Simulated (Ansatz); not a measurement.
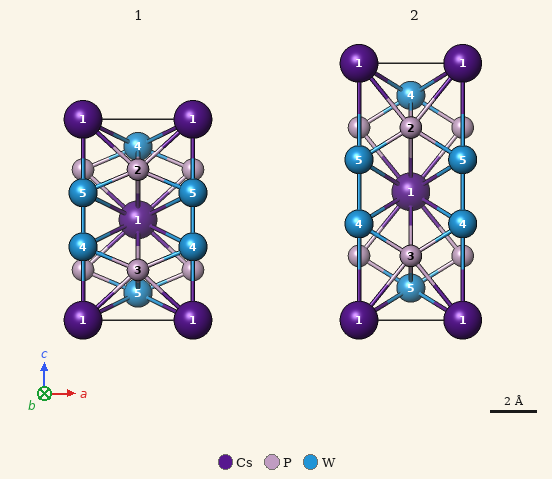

Two geometries of solid CsP₂W₂ (a generated structure, set up in I4/mmm) (coarse preliminary run), drawn at one scale. One is the start of a relaxation, the other its converged end. Style: ball-and-stick. Shown: the conventional cell (2 times the calculation's cell), along the b axis. Lengths and directions refer to the drawn axes.

All numbers below come from Ansatz 0.2.0, DFT PBE, scalar-relativistic, plane waves, PAW. Settings: plane-wave cutoff 420 eV; k-point mesh 6 × 6 × 6; occupations gaussian; smearing width 0.1 eV; no spin polarisation; cell and atoms relaxed; force threshold 0.04 eV/Å; at most 70 steps.

Q: Which one is relaxed?

A: Structure 1 is the relaxed one. The largest moves relative to the cell, 0.086 Å, are those of W4 and W5. W4 goes along −c. Cs and P stay in place. The drawn cell changes as follows: a = b 4.570 → 4.848 Å (+6.1 %), c 11.324 → 8.852 Å (−21.8 %); the volume changes by −12.0 %. Near-neighbour distances that change, for instance: Cs1–W4 4.246 → 3.234 Å, W4–W5 2.831 → 2.384 Å, Cs1–P2 3.638 → 3.282 Å, Cs1–W4 (another image) 3.528 → 3.629 Å. The space group stays I4/mmm (No. 139). After 6 accepted moves (8 points after the start) the energy has fallen by 365 meV per atom. Largest force component: 1.4 eV/Å at the start, 0.0061 eV/Å at the end. The pressure goes from −12.05 to −0.05 GPa. The line search rejected the trial step at point 5 of the run. At 1 point the geometry stayed and the basis and grid were re-selected for the new cell (energy shift of 0.1 meV per atom at most each time).
